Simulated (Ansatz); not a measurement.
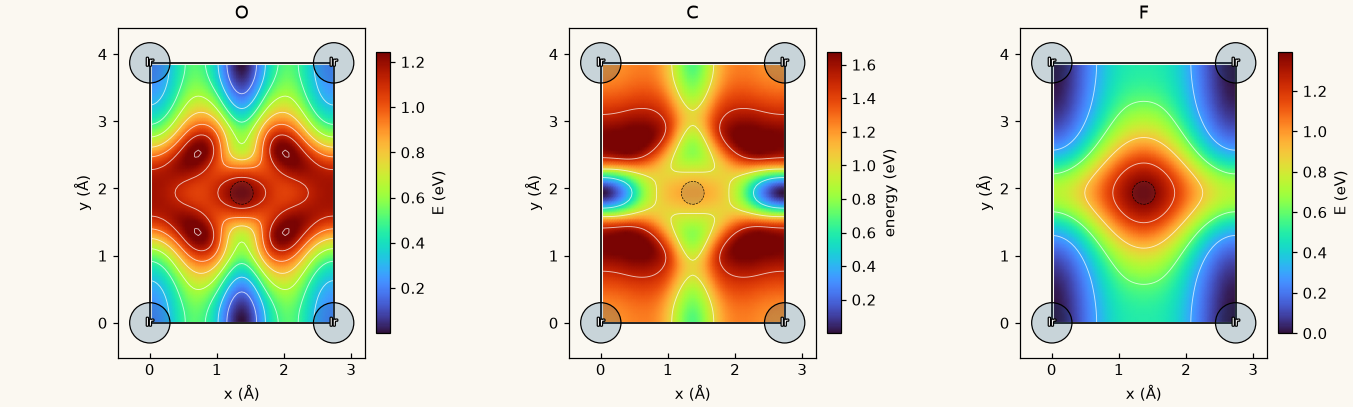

Three maps of one series, each from its own lowest grid point and on its own colour scale; the adsorbate changes from map to map. Adsorbates on an Ir(110) slab cut from the Fm-3m phase, its upper half relaxed before the scan (4 atoms of substrate and one adsorbate in a 1 × 1 cell). 
- The adsorbate is moved over the surface cell; relaxed at each place: the height of the adsorbate's atoms; substrate rigid; the origin of the map has the adsorbate above Ir4.
- Places are given modulo a cell vector. The map is drawn in real space over the plane of the surface.
- The scan uses a 6 × 8 grid.
- All energies are given in eV relative to the lowest grid point.
- With one adsorbate in each 1 × 1 cell, its nearest image is 2.7 Å away, so neighbouring adsorbates interact. The runs have no spin polarisation; a magnetic state may lie lower.
- Theory: Ansatz 0.2.0, DFT PBE, scalar-relativistic, plane waves, PAW. Settings: cutoff 420 eV, k-mesh 10×7×1, gaussian smearing 0.1 eV, no spin polarisation.

In the figure: a smooth colour map with a few white contour lines, labelled circles for the atoms of the top layer and small ones for the second layer, the outline of one cell of the plane. Between grid points the surface is interpolated.

The span runs from the lowest to the highest grid point.

| adsorbate | lowest grid point | span (eV) | height there (Å) |
| --- | --- | --- | --- |
| O | a bridge site between two Ir atoms | 1.24 | 1.39 |
| C | the trough between two rows of top atoms | 1.67 | 0.39 |
| F | the top site over a surface Ir atom | 1.39 | 1.89 |

For C: With one adsorbate in each 1 × 1 cell, its nearest image is 2.7 Å away, so neighbouring adsorbates interact.

For Cl: With one adsorbate in each 1 × 1 cell, its nearest image is 2.7 Å away, so neighbouring adsorbates interact.

Q: One more map of the series was computed, for the adsorbate Cl. What do you expect for it?

A: The computed span is 1.29 eV, within the range of the others. The lowest grid point is the top site over a surface Ir atom, as for F. The height there is 2.24 Å.

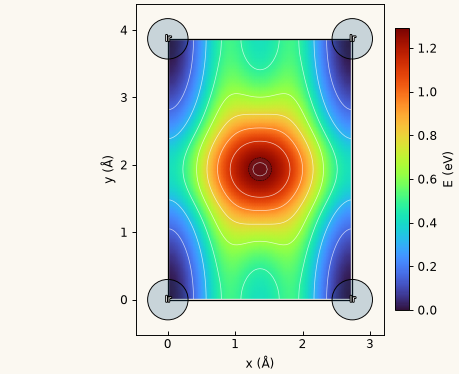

The map for Cl.

PAW datasets: the set soft_1.
